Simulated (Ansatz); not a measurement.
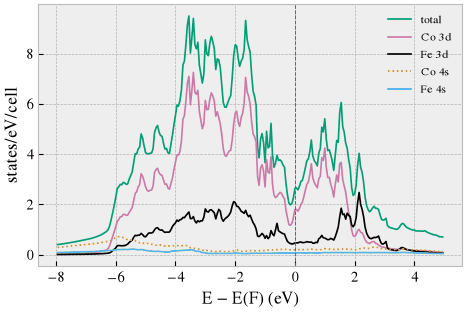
Figure: Total and projected density of states of FeCo₃ in space group P4/mmm (No. 123; Fe on 1a, Co on 2h, Co on 1b), plane-wave PAW r²SCAN (Ansatz code)

Which orbitals carry the states next to the Fermi level?

Within 0.5 eV of the Fermi level: Co 3d 68 %, Fe 3d 19 %, Co 4s 7 %. Projections are on Löwdin-orthogonalised atomic valence shells; empty p or d shells of many metals are not among them.

Where is the tallest occupied peak in this window, and what makes it?

Near -3.5 eV, about 9.5 states/eV per cell; the largest projected share is Co 3d.

The workflow started from a Materials Project entry (that database holds measured and hypothetical structures alike); the Crystallography Open Database copy checked does not list it. Whether it is the stable phase at ambient conditions was not checked. The r²SCAN relaxation kept the symmetry of its start; whether a distortion lowers the energy is not shown. Spin order of the final state: ferromagnetic, chosen from 4 collinear starts compared on coarse meshes (ties went to the first, and starts can fall back to one state), not a proven ground state. Other orbital occupations within this spin state were not tried.

Potentials: the later of the program's two PAW sets.
